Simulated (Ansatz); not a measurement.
**Strength of the N–Si bond: CH9NSi2 → SiH3(SiH2) + CH4N**

Species: CH9NSi2 `CN[SiH2][SiH3]`, singlet; SiH3(SiH2), doublet; CH4N (methyl amino radical) `C[NH]`, doublet. 

Shapes, held fixed at every level: PBE0-D4/def2-TZVP. Flexible molecules stand in one conformer, not always the lowest. Programs: Ansatz 0.2.0. The zero-point and thermal change to 298 K, harmonic and unscaled (PBE0-D4/def2-TZVP), is -16.6 kJ/mol.

```csv
level,kind,ΔH(298 K) (kJ/mol),less CCSD(T)/CBS estimate
HF/def2-SVP,Hartree–Fock,+261.6,-127.6
HF/def2-TZVPP,Hartree–Fock,+262.6,-126.6
SPW92/def2-TZVPP,LDA,+429.0,+39.8
BHLYP-D4/def2-TZVPP,global hybrid,+361.9,-27.3
B2PLYP/def2-TZVPP,double hybrid,+368.4,-20.8
CCSD(T)/def2-SVP,coupled cluster or CI,+356.3,-32.9
CCSD/def2-SVP,coupled cluster or CI,+350.0,-39.2
CCSD(T)/CBS estimate,coupled cluster or CI,+389.2,0.0
```

The highest level, CCSD(T)/CBS estimate, gives ΔH(298 K) = +389.2 kJ/mol; the levels span +261.6 to +429.0. The column of differences is taken from that level and isn't an error. Hartree–Fock misses the correlation of the pair that is broken and comes out low. No measured value is set beside it here. Open shells run unrestricted unless RO is named. The CBS estimate extrapolates MP2 from def2-TZVPP and def2-QZVPP and adds CCSD(T) − MP2 in the triple-zeta set, cores frozen.

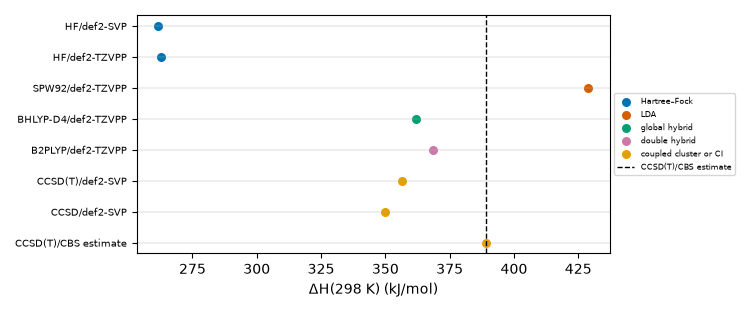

The values of the table, level by level.
